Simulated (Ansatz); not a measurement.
# BGeC (quartet): the correlation ladder, cc-pVDZ

Aim: climb from Hartree-Fock through coupled cluster for BGeC (quartet) at one geometry and basis, and see what each rung misses.

Method: cc-pVDZ, core rule «outside noble gas», up to 16 orbitals frozen; program: Ansatz 0.2.0, Gaussian basis.

The runs, in order: UHF; CCSD(T) on ROHF; CCSD(T) on UHF; BCCD(T) on ROHF; CISD as a restricted active space (open shells left free, so some higher excitations enter); CCSDT(Q) on ROHF; CCSDT(Q) on UHF.

26 further runs of the same task are left out: 12 that didn't finish, 14 set aside as unsound or not needed. Runs told in other sessions of the task aren't counted.

## (1) What is computed

The geometry is a PBE0/def2-TZVP stationary point (not a proven minimum). No spin-orbit coupling is included. The filled d shell of Ge may be among the frozen orbitals whatever the setting's name suggests.

3 atoms, charge 0, spin multiplicity 4.

Atoms are counted from 1 here; the program's logs count them from 0.

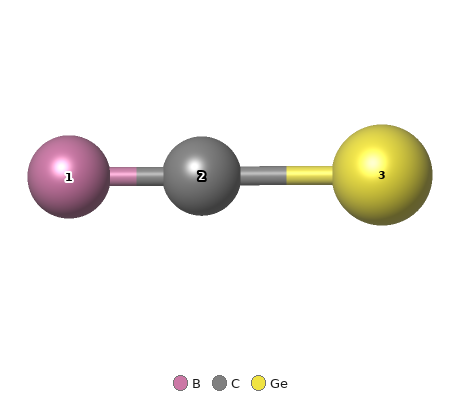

The geometry (boron pink, carbon grey, germanium yellow); atoms are numbered from 1 in the order of the file.

In the tables R marks a restricted open-shell determinant and U an unrestricted one; energies count from the table's Hartree-Fock row.

## (2) UHF

The input, in.yaml:

```yaml
crystal:
  periodic: [false, false, false]
  atoms:
    - {symbol: B, position_ang: [0.000000, 0.000000, 1.564300]}
    - {symbol: C, position_ang: [0.000000, 0.000000, 0.167100]}
    - {symbol: Ge, position_ang: [0.000000, 0.000000, -1.731400]}
basis:
  gaussian: {orbitals: cc-pVDZ}
magnetization: {spin_polarized: true, initial_magnetization: 3}
hamiltonian: {xc: hf}
output: {orbitals: {seedname: orbitals}}
```

Command:

```console
$ ansatz run in.yaml --threads 1 --pin off --events-out ev --progress --plain --max-ram 2393MiB
```

Standard output:

```text
Functional definition: HF
  name "HF"
  cite "Fock, Z. Phys. 61, 126 (1930) doi:10.1007/BF01340294"
  parent pbe
  exchange = exact_x
  correlation = 0
597 factors; integrals over basis functions are off by at most 7.4e-4 eV
mean field evaluation 1: about -58167.0037 eV, gradient 1.2e1 eV
mean field evaluation 2: about -58167.0648 eV, gradient 1.2e1 eV
mean field evaluation 4: about -58169.1060 eV, gradient 3.7e0 eV
mean field evaluation 8: about -58169.6520 eV, gradient 5.5e-1 eV
mean field evaluation 16: about -58169.6847 eV, gradient 1.3e-2 eV
mean field evaluation 32: about -58169.8125 eV, gradient 2.6e-5 eV
mean field evaluation 64: about -58169.7210 eV, gradient 3.2e-1 eV
mean field evaluation 96: about -58167.1760 eV, gradient 7.5e0 eV
mean field evaluation 128: about -58168.2522 eV, gradient 2.9e0 eV
mean field evaluation 160: about -58169.7351 eV, gradient 1.1e0 eV
mean field evaluation 192: about -58169.7004 eV, gradient 1.3e-1 eV
mean field -58169.81245478 eV, -2137.7011787980 hartree, gradient 6.2e-6 eV, S^2 3.802070; 4 other end points of the search recorded, 0 dependent functions left out
reference -58169.81245478 eV, -2137.7011787980 hartree; 23, 20 occupied and 32, 35 virtual orbitals, 597 factors
Total energy: -58169.81245478 eV, -2137.7011787980 hartree
```

Wall time 3 s (1 thread of Arm Neoverse V2, shared host).

From the report: ⟨S²⟩ of the determinant 3.802 (pure quartet: 3.75).

## (3) CCSD(T) on ROHF

Edit in.yaml of step 2 so:

```diff
@@ -8,4 +8,4 @@
   gaussian: {orbitals: cc-pVDZ}
-magnetization: {spin_polarized: true, initial_magnetization: 3}
-hamiltonian: {xc: hf}
-output: {orbitals: {seedname: orbitals}}
+magnetization: {spin_polarized: false, initial_magnetization: 3}
+correlation: {method: ccsd_t, electrons: outside_noble_gas}
+output: {forces: true}
```

The command is unchanged.

Standard output (excerpt; [...] marks lines left out):

```text
Functional definition: HF
  name "HF"
  cite "Fock, Z. Phys. 61, 126 (1930) doi:10.1007/BF01340294"
  parent pbe
[...]
597 factors; integrals over basis functions are off by at most 7.4e-4 eV
[...]
mean field -58169.63471425 eV, -2137.6946469543 hartree, gradient 3.5e-6 eV, S^2 3.750000; 15 other end points of the search recorded, 0 dependent functions left out
[...]
determinant -58169.63471425 eV, -2137.6946469543 hartree, with singles and doubles -58176.17171808 eV, -2137.9348774140 hartree
determinant -58169.31038889 eV, -2137.6827282168 hartree, with singles and doubles -58175.97990107 eV, -2137.9278282687 hartree
determinant -58168.23060168 eV, -2137.6430467688 hartree, with singles and doubles -58174.56041039 eV, -2137.8756629484 hartree
determinant -58167.23819843 eV, -2137.6065766221 hartree, with singles and doubles -58174.54053770 eV, -2137.8749326406 hartree
[...]
16 core orbitals not correlated: weight in the atoms' cores, before any rotation towards them, 0.999 or more for the frozen orbitals, at most 0.000 for the correlated occupied ones
reference -58169.63471425 eV, -2137.6946469543 hartree; 7, 4 occupied and 32, 35 virtual orbitals, 597 factors
second order -5.58400853 eV of doubles, -0.09115288 eV of singles
cycle   1  -6.53944472 eV  change    7.5e-7 eV  update   3.2e-6
[...]
cycle   5  -6.53944571 eV  change    4.4e-8 eV  update   1.9e-7
perturbative correction -0.31819377 eV, -0.0116934055 hartree
[...]
Total energy: -58176.49235374 eV, -2137.9466605571 hartree
Atom 0 at     0.000000     0.000000     1.564300 Å, force     0.000000    -0.000000     1.319355 eV/Å
Atom 1 at     0.000000     0.000000     0.167100 Å, force    -0.000000     0.000000    -0.557845 eV/Å
Atom 2 at     0.000000     0.000000    -1.731400 Å, force     0.000000     0.000000    -0.761509 eV/Å
Dipole moment:    -0.000000    -0.000000     0.007496 e Å
```

It took 18 s on 1 thread of Arm Neoverse V2, shared host.

From the report: correlation -6.8576 eV; T1 0.032; largest double amplitude 0.07.

## (4) CCSD(T) on UHF

Edit in.yaml of step 3 so:

```diff
@@ -8,3 +8,3 @@
   gaussian: {orbitals: cc-pVDZ}
-magnetization: {spin_polarized: false, initial_magnetization: 3}
+magnetization: {spin_polarized: true, initial_magnetization: 3}
 correlation: {method: ccsd_t, electrons: outside_noble_gas}
```

Launched as before.

Standard output (excerpt; [...] marks lines left out):

```text
Functional definition: HF
  name "HF"
  cite "Fock, Z. Phys. 61, 126 (1930) doi:10.1007/BF01340294"
  parent pbe
[...]
597 factors; integrals over basis functions are off by at most 7.4e-4 eV
[...]
mean field -58169.81245478 eV, -2137.7011787980 hartree, gradient 2.7e-6 eV, S^2 3.802070; 17 other end points of the search recorded, 0 dependent functions left out
determinant -58169.81245478 eV, -2137.7011787980 hartree, with singles and doubles -58176.17637938 eV, -2137.9350487135 hartree
determinant -58169.68471003 eV, -2137.6964842650 hartree, with singles and doubles -58175.99124782 eV, -2137.9282452543 hartree
determinant -58168.47724895 eV, -2137.6521108889 hartree, with singles and doubles -58174.56910475 eV, -2137.8759824602 hartree
determinant -58168.16780703 eV, -2137.6407391083 hartree, with singles and doubles -58174.46077820 eV, -2137.8720015331 hartree
[...]
16 core orbitals not correlated: weight in the atoms' cores, before any rotation towards them, 0.999 or more for the frozen orbitals, at most 0.000 for the correlated occupied ones
reference -58169.81245478 eV, -2137.7011787980 hartree; 7, 4 occupied and 32, 35 virtual orbitals, 597 factors
second order -5.47950292 eV of doubles, -0.00000000 eV of singles
cycle   1  -6.36746273 eV  change   -5.9e-8 eV  update   4.0e-6
[...]
cycle   7  -6.36746422 eV  change   -2.1e-8 eV  update   1.0e-7
perturbative correction -0.31188093 eV, -0.0114614129 hartree
[...]
Total energy: -58176.49179993 eV, -2137.9466402048 hartree
Atom 0 at     0.000000     0.000000     1.564300 Å, force     0.000000    -0.000000     1.303332 eV/Å
Atom 1 at     0.000000     0.000000     0.167100 Å, force    -0.000000     0.000000    -0.547946 eV/Å
Atom 2 at     0.000000     0.000000    -1.731400 Å, force     0.000000    -0.000000    -0.755387 eV/Å
Dipole moment:     0.000000    -0.000000     0.010850 e Å
```

Wall time 25 s (1 thread of Arm Neoverse V2, shared host).

From the report: ⟨S²⟩ of the determinant 3.802 (pure quartet: 3.75); correlation -6.6793 eV; T1 0.031; largest double amplitude 0.07.

## (5) BCCD(T) on ROHF

Edit in.yaml of step 4 so:

```diff
@@ -8,4 +8,3 @@
   gaussian: {orbitals: cc-pVDZ}
-magnetization: {spin_polarized: true, initial_magnetization: 3}
-correlation: {method: ccsd_t, electrons: outside_noble_gas}
-output: {forces: true}
+magnetization: {spin_polarized: false, initial_magnetization: 3}
+correlation: {method: bccd_t, electrons: outside_noble_gas}
```

Launched as before.

Standard output (excerpt; [...] marks lines left out):

```text
Functional definition: HF
  name "HF"
  cite "Fock, Z. Phys. 61, 126 (1930) doi:10.1007/BF01340294"
  parent pbe
[...]
597 factors; integrals over basis functions are off by at most 7.4e-4 eV
[...]
mean field -58169.63471425 eV, -2137.6946469543 hartree, gradient 3.5e-6 eV, S^2 3.750000; 15 other end points of the search recorded, 0 dependent functions left out
[...]
determinant -58169.63471425 eV, -2137.6946469543 hartree, with singles and doubles -58176.17171808 eV, -2137.9348774140 hartree
determinant -58169.31038889 eV, -2137.6827282168 hartree, with singles and doubles -58175.97990107 eV, -2137.9278282687 hartree
determinant -58168.23060168 eV, -2137.6430467688 hartree, with singles and doubles -58174.56041039 eV, -2137.8756629484 hartree
determinant -58167.23819843 eV, -2137.6065766221 hartree, with singles and doubles -58174.54053770 eV, -2137.8749326406 hartree
determinant -58169.63471425 eV, -2137.6946469543 hartree, with singles and doubles -58176.17415972 eV, -2137.9349671427 hartree
determinant -58169.31038889 eV, -2137.6827282168 hartree, with singles and doubles -58175.98168899 eV, -2137.9278939739 hartree
[...]
16 core orbitals not correlated: weight in the atoms' cores, before any rotation towards them, 0.999 or more for the frozen orbitals, at most 0.000 for the correlated occupied ones
reference -58169.63471425 eV, -2137.6946469543 hartree; 7, 4 occupied and 32, 35 virtual orbitals, 597 factors
second order -5.58400853 eV of doubles, -0.09115288 eV of singles
cycle   1  -6.51978853 eV  change    2.0e-2 eV  update   1.2e-2
[...]
cycle  11  -6.52003123 eV  change    5.7e-7 eV  update   6.9e-6
perturbative correction -0.33807606 eV, -0.0124240660 hartree
Total energy: -58176.49282155 eV, -2137.9466777487 hartree
```

It took 14 s on 1 thread of Arm Neoverse V2, shared host.

From the report: correlation -6.8581 eV; largest double amplitude 0.07.

## (6) CISD as a restricted active space (open shells left free, so some higher excitations enter)

Edit in.yaml of step 5 so:

```diff
@@ -9,2 +9,2 @@
 magnetization: {spin_polarized: false, initial_magnetization: 3}
-correlation: {method: bccd_t, electrons: outside_noble_gas}
+correlation: {active_space: {ras: {orbitals: [4, 3, 32], electrons: 11, max_holes: 2, max_particles: 2}, fixed_orbitals: true}}
```

Same command.

Standard output (excerpt; [...] marks lines left out):

```text
Functional definition: HF
  name "HF"
  cite "Fock, Z. Phys. 61, 126 (1930) doi:10.1007/BF01340294"
  parent pbe
[...]
597 factors; integrals over basis functions are off by at most 7.4e-4 eV
[...]
mean field -58169.63471425 eV, -2137.6946469543 hartree, gradient 3.5e-6 eV, S^2 3.750000; 15 other end points of the search recorded, 0 dependent functions left out
reference -58169.63471425 eV, -2137.6946469543 hartree; 23, 20 occupied and 32, 35 virtual orbitals, 597 factors
state -58175.61566944 eV, -2137.9144430035 hartree
Total energy: -58175.61566944 eV, -2137.9144430035 hartree
```

Wall time 8.5 s (1 thread of Arm Neoverse V2, shared host).

From the report: 56,664 determinants.

## (7) CCSDT(Q) on ROHF

Edit in.yaml of step 6 so:

```diff
@@ -9,2 +9,2 @@
 magnetization: {spin_polarized: false, initial_magnetization: 3}
-correlation: {active_space: {ras: {orbitals: [4, 3, 32], electrons: 11, max_holes: 2, max_particles: 2}, fixed_orbitals: true}}
+correlation: {method: ccsdt_q, electrons: outside_noble_gas}
```

The command is unchanged.

Standard output (excerpt; [...] marks lines left out):

```text
Functional definition: HF
  name "HF"
  cite "Fock, Z. Phys. 61, 126 (1930) doi:10.1007/BF01340294"
  parent pbe
[...]
1033 factors; integrals over basis functions are off by at most 1.6e-7 eV
[...]
mean field -58169.63480162 eV, -2137.6946501649 hartree, gradient 1.8e-6 eV, S^2 3.750000; 15 other end points of the search recorded, 0 dependent functions left out
[...]
determinant -58169.63480162 eV, -2137.6946501649 hartree, with singles and doubles -58176.17181049 eV, -2137.9348808101 hartree
determinant -58169.31047950 eV, -2137.6827315470 hartree, with singles and doubles -58175.97999551 eV, -2137.9278317395 hartree
determinant -58168.23068846 eV, -2137.6430499581 hartree, with singles and doubles -58174.56050442 eV, -2137.8756664040 hartree
determinant -58167.23828904 eV, -2137.6065799518 hartree, with singles and doubles -58174.54062939 eV, -2137.8749360100 hartree
determinant -58169.63480162 eV, -2137.6946501649 hartree, with singles and doubles -58176.17425184 eV, -2137.9349705280 hartree
determinant -58169.31047950 eV, -2137.6827315470 hartree, with singles and doubles -58175.98178391 eV, -2137.9278974619 hartree
16 core orbitals not correlated: weight in the atoms' cores, before any rotation towards them, 0.999 or more for the frozen orbitals, at most 0.000 for the correlated occupied ones
reference -58169.63480162 eV, -2137.6946501649 hartree; 7, 4 occupied and 32, 35 virtual orbitals, 1033 factors
second order -5.58401999 eV of doubles, -0.09115292 eV of singles
cycle   1  -6.17602767 eV  change   -5.0e-1 eV  update   1.0e-1
[...]
cycle  37  -6.95296437 eV  change   -4.5e-7 eV  update   2.8e-7
perturbative correction -0.06431661 eV, -0.0023635919 hartree
Total energy: -58176.65208261 eV, -2137.9525304847 hartree
```

It took 48 s on 1 thread of Arm Neoverse V2, shared host; peak memory 0.52 GiB.

From the report: correlation -7.0173 eV; T1 0.035; largest double amplitude 0.38.

## (8) CCSDT(Q) on UHF

Edit in.yaml of step 7 so:

```diff
@@ -8,3 +8,3 @@
   gaussian: {orbitals: cc-pVDZ}
-magnetization: {spin_polarized: false, initial_magnetization: 3}
+magnetization: {spin_polarized: true, initial_magnetization: 3}
 correlation: {method: ccsdt_q, electrons: outside_noble_gas}
```

The command is unchanged.

Standard output (excerpt; [...] marks lines left out):

```text
Functional definition: HF
  name "HF"
  cite "Fock, Z. Phys. 61, 126 (1930) doi:10.1007/BF01340294"
  parent pbe
[...]
1033 factors; integrals over basis functions are off by at most 1.6e-7 eV
[...]
mean field -58169.81254280 eV, -2137.7011820328 hartree, gradient 2.2e-6 eV, S^2 3.802071; 17 other end points of the search recorded, 0 dependent functions left out
determinant -58169.81254280 eV, -2137.7011820328 hartree, with singles and doubles -58176.17647120 eV, -2137.9350520877 hartree
determinant -58169.68480114 eV, -2137.6964876133 hartree, with singles and doubles -58175.99134326 eV, -2137.9282487615 hartree
determinant -58168.47733614 eV, -2137.6521140931 hartree, with singles and doubles -58174.56919889 eV, -2137.8759859200 hartree
determinant -58168.16789476 eV, -2137.6407423322 hartree, with singles and doubles -58174.46084307 eV, -2137.8720039168 hartree
determinant -58166.32435931 eV, -2137.5729936540 hartree, with singles and doubles -58172.49037920 eV, -2137.7995907056 hartree
determinant -58169.81254280 eV, -2137.7011820328 hartree, with singles and doubles -58176.18000935 eV, -2137.9351821127 hartree
determinant -58169.68480114 eV, -2137.6964876133 hartree, with singles and doubles -58175.99657077 eV, -2137.9284408689 hartree
16 core orbitals not correlated: weight in the atoms' cores, before any rotation towards them, 0.999 or more for the frozen orbitals, at most 0.000 for the correlated occupied ones
reference -58169.81254280 eV, -2137.7011820328 hartree; 7, 4 occupied and 32, 35 virtual orbitals, 1033 factors
second order -5.47951321 eV of doubles, -0.00000000 eV of singles
cycle   1  -5.98078746 eV  change   -5.0e-1 eV  update   1.0e-1
[...]
cycle  35  -6.77570319 eV  change    2.5e-7 eV  update   7.1e-7
perturbative correction -0.06461524 eV, -0.0023745664 hartree
Total energy: -58176.65286123 eV, -2137.9525590988 hartree
```

Run time: 57 s. Hardware: 1 thread of Arm Neoverse V2, shared host; peak memory 0.42 GiB.

From the report: ⟨S²⟩ of the determinant 3.802 (pure quartet: 3.75); correlation -6.8403 eV; T1 0.037; largest double amplitude 0.36.

## (9) All levels against the top one

No level here is safe as a reference; RCCSDT(Q) serves as a yardstick only. Rows without a time are mean-field rows or come out of runs for another level: lower rungs of the coupled-cluster runs, or the Hartree-Fock search. The times of RCCSD(T), UCCSD(T) include forces.

Differences are taken before rounding.

| method | energy from the lowest ROHF (meV) | from RCCSDT(Q) (meV) | time |
| --- | --- | --- | --- |
| ROHF | 0.0 | +7017.4 |  |
| UHF | -177.7 | +6839.6 |  |
| RMP2 | -5675.2 | +1342.2 |  |
| UMP2 | -5657.2 | +1360.1 |  |
| CISD | -5981.0 | +1036.4 | 8.5 s |
| RCCSD | -6539.4 | +477.9 |  |
| UCCSD | -6545.2 | +472.2 |  |
| RCCSD(T) | -6857.6 | +159.7 | 18 s |
| UCCSD(T) | -6857.1 | +160.3 | 25 s |
| BCCD(T) | -6858.1 | +159.3 | 14 s |
| RCCSDT | -6953.1 | +64.3 |  |
| UCCSDT | -6953.5 | +63.8 |  |
| RCCSDT(Q) | -7017.4 | 0 | 48 s |
| UCCSDT(Q) | -7018.1 | -0.8 | 57 s |

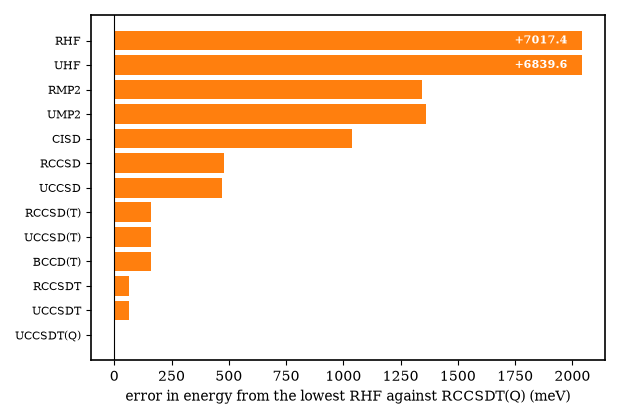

How far each level lands from RCCSDT(Q). Bars with a number in them are cut short.

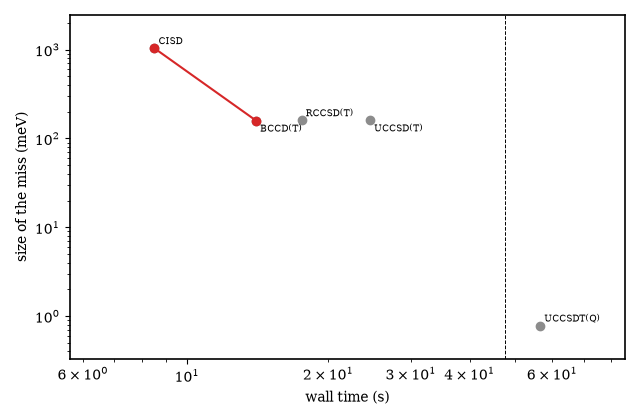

Miss against cost. Red marks the levels that no quicker level drawn beats (of those quicker than the yardstick), and the dashed line is the time of RCCSDT(Q). Times are from a shared host.

With the free atoms at the same levels and basis (separate runs), the atomisation energy is 6.897 eV at RCCSDT(Q), 6.765 eV at RCCSD(T), 6.754 eV at UCCSD(T), 5.372 eV at ROHF.

## (10) Summary of results

| quantity | value |
| --- | --- |
| RCCSDT(Q) from the ROHF energy | -7.0174 eV |
| RMP2 from RCCSDT(Q) | +1342.2 meV |
| UMP2 from RCCSDT(Q) | +1360.1 meV |
| RCCSD from RCCSDT(Q) | +477.9 meV |
| RCCSD(T) from RCCSDT(Q) | +159.7 meV |
| UCCSD(T) from RCCSDT(Q) | +160.3 meV |
| UCCSDT(Q) from RCCSDT(Q) | -0.8 meV |
| T1 diagnostic | 0.032 |

What this shows: RCCSD(T) lands +159.7 meV from the yardstick (2.3 % of the correlation energy).

With open shells the CI space here admits some higher excitations, so it is larger than plain CISD.
